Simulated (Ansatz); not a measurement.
**CH6OSn: rigid torsion scan in Python**

Wanted for CH6OSn: a rigid torsion scan. SMILES: O[CH2][SnH3].

Program: the Python package of Ansatz 0.2.0. Level of theory: PBE0+D3(BJ)/def2-SVP. These are calculated values, not measurements.

## Step 1: The structure

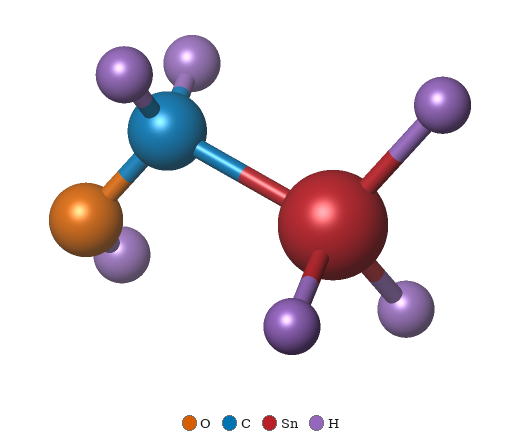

The starting structure, viewed from a chosen angle; oxygen orange, carbon blue, tin red, hydrogen purple.

No structure file is read: the coordinates are typed or built in the script.

## Step 2: Script

The input, ch6osn.py:

```python
"""Energy of CH6OSn as one group turns about a bond."""

import ansatz
from ase import Atoms

BASIS_SET = "def2-SVP"
FUNCTIONAL = "PBE0"
DISPERSION = "d3bj"
FORCE_TOL = 0.02


def main() -> None:
    atoms = Atoms(["O", "C", "Sn", "H", "H", "H", "H", "H", "H"], positions=[
        (-1.3406, 1.0495, -0.4896),
        (-0.014, 0.859, -0.5317),
        (0.4419, -0.8481, 0.6597),
        (-1.7327, 0.3388, -0.9766),
        (0.5182, 1.7399, -0.1364),
        (0.3335, 0.7128, -1.5768),
        (-0.3218, -2.2545, 0.0397),
        (2.2435, -1.0964, 0.6316),
        (-0.0396, -0.5472, 2.3632),
    ])

    # start the scan from a relaxed geometry
    first = ansatz.Crystal.molecule_from_ase(atoms).calculation()
    first = first.basis(gaussian=BASIS_SET)
    first = first.functional(FUNCTIONAL, dispersion=DISPERSION)
    first = first.relax(force_tolerance=FORCE_TOL, max_steps=80)
    atoms.positions = first.run(threads=1).report["positions_ang"]

    start = atoms.get_dihedral(2, 1, 0, 3)
    energies = {}
    for turn in range(0, 360, 40):
        turned = atoms.copy()
        turned.set_dihedral(2, 1, 0, 3, start + turn, indices=[0, 3])
        base = (
            ansatz.Crystal.molecule_from_ase(turned).calculation()
            .basis(gaussian=BASIS_SET)
            .functional(FUNCTIONAL, dispersion=DISPERSION)
        )
        energies[round((start + turn) % 360)] = base.run(threads=1).report["free_energy_ev"]
    floor = min(energies.values())
    print("dihedral Sn2-C1-O0-H3 (deg)   E - E(min) (kcal/mol)")
    for angle, e in sorted(energies.items()):
        print(f"{angle:8d} {23.060548 * (e - floor):14.3f}  " + "#" * int(30 * (e - floor) / max(max(energies.values()) - floor, 1e-9)))


if __name__ == "__main__":
    main()
```

## Step 3: Launch

Run with:

```bash
$ python ch6osn.py
```

The program printed:

```text
dihedral Sn2-C1-O0-H3 (deg)   E - E(min) (kcal/mol)
      12          3.802  ##############################
      52          2.169  #################
      92          2.045  ################
     132          2.386  ##################
     172          1.959  ###############
     212          2.233  #################
     252          1.353  ##########
     292          0.000
     332          1.949  ###############
```

Wall time 40 s (1 thread of AMD EPYC 9B14 (Zen 4), shared host); peak memory 0.26 GiB.

## Step 4: Path of the relaxation of run 0

The steps of the relaxation:

| step | E - E(step 1) (eV) | largest force component (eV/Å) |
| --- | --- | --- |
| 1 | 0.0000 | 2.5043 |
| 2 | -0.1240 | 1.6314 |
| 3 | -0.2739 | 0.5328 |
| 4 | -0.2853 | 0.3192 |
| 5 | -0.2877 | 0.0689 |
| 6 | -0.2892 | 0.0398 |
| 7 | -0.2896 | 0.0343 |
| 8 | -0.2897 | 0.0302 |
| 9 | -0.2897 | 0.0374 |
| 10 | -0.2898 | 0.0104 |

Step 1 is the start.

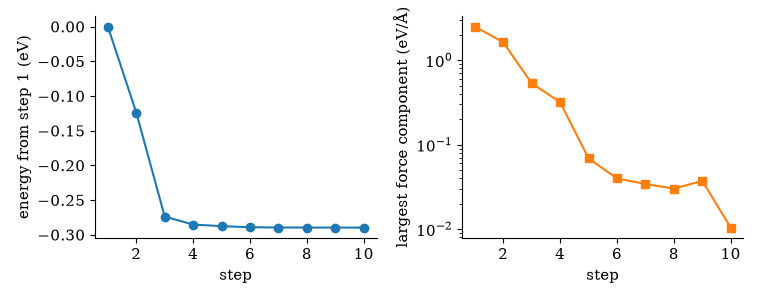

Energy and largest force along the relaxation.

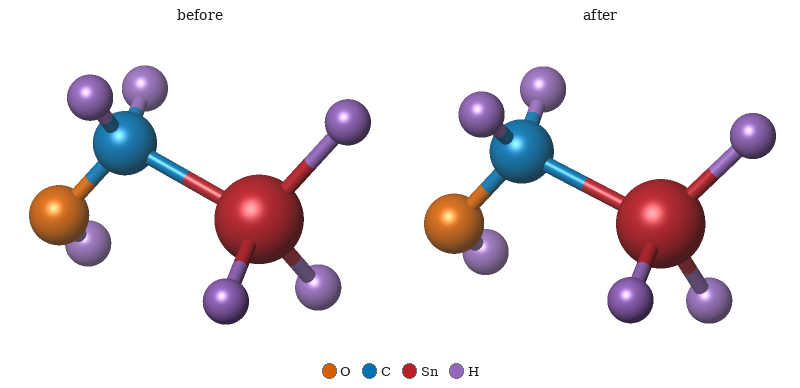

Before and after, at one scale.

Before: Bond lengths: O1–C2 1.341 Å, C2–Sn3 2.131 Å, O1–H4 0.947 Å, C2–H5 1.102 Å, C2–H6 1.111 Å, Sn3–H7 1.716 Å, Sn3–H8 1.819 Å, Sn3–H9 1.796 Å. Angles: O1–C2–Sn3 107.9°, O1–C2–H5 110.7°, O1–C2–H6 111.0°, Sn3–C2–H5 109.7°, Sn3–C2–H6 110.7°, H5–C2–H6 106.9°, C2–O1–H4 106.7°, C2–Sn3–H7 111.1°, C2–Sn3–H8 108.2°, C2–Sn3–H9 109.8°, H7–Sn3–H8 108.9°, H7–Sn3–H9 111.1°, H8–Sn3–H9 107.6°.

After: Bond lengths: O1–C2 1.403 Å, C2–Sn3 2.187 Å, O1–H4 0.962 Å, C2–H5 1.100 Å, C2–H6 1.106 Å, Sn3–H7 1.721 Å, Sn3–H8 1.718 Å, Sn3–H9 1.713 Å. Angles: O1–C2–Sn3 112.0°, O1–C2–H5 107.4°, O1–C2–H6 113.1°, Sn3–C2–H5 107.5°, Sn3–C2–H6 109.8°, H5–C2–H6 106.7°, C2–O1–H4 108.5°, C2–Sn3–H7 106.7°, C2–Sn3–H8 112.9°, C2–Sn3–H9 110.1°, H7–Sn3–H8 109.0°, H7–Sn3–H9 108.4°, H8–Sn3–H9 109.6°.

Run 0 is this relaxation; the runs after it count from 1.

## Step 5: Run by run

From the records of these 9 runs:

| run | turn (°) | energy from run 1 (eV) | SCF cycles | CPU time (s) |
| --- | --- | --- | --- | --- |
| 1 | 0 | 0.0000 | 14 | 1.2 |
| 2 | 40 | 0.0845 | 14 | 1.2 |
| 3 | 80 | 0.1649 | 14 | 1.2 |
| 4 | 120 | 0.0941 | 14 | 1.2 |
| 5 | 160 | 0.0887 | 14 | 1.2 |
| 6 | 200 | 0.1035 | 14 | 1.2 |
| 7 | 240 | 0.0849 | 14 | 1.2 |
| 8 | 280 | 0.0968 | 14 | 1.2 |
| 9 | 320 | 0.0587 | 14 | 1.2 |

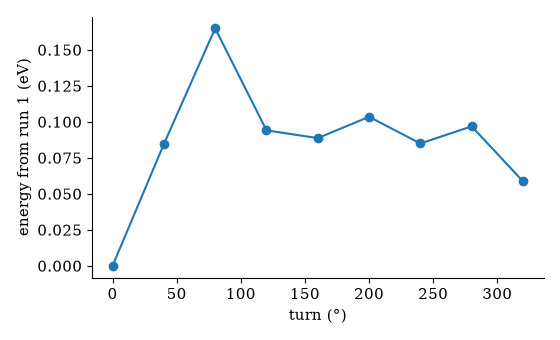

Energy against turn; lines join the points.

## Step 6: What came out

| quantity | value |
| --- | --- |
| runs compared | 9 |
| range of energy | 0.165 eV |
| lowest point, turn (°) | 0 |

What this shows: The lowest point lies at a turn of 0°, the highest 0.165 eV (15.9 kJ/mol) above it at 80°. The grid can miss the true lowest and highest points, and the rest of the molecule is held rigid. Run 0: After 9 moves the largest shift is 0.155 Å, of atom 9 (H). The scan is rigid and the energies are electronic, in a modest basis. With rigid groups the curve can differ much from the relaxed path, the start wasn't checked as a minimum of this torsion, and equivalent turns needn't return to the same energy. def2 sets replace the cores of elements past krypton by effective core potentials.
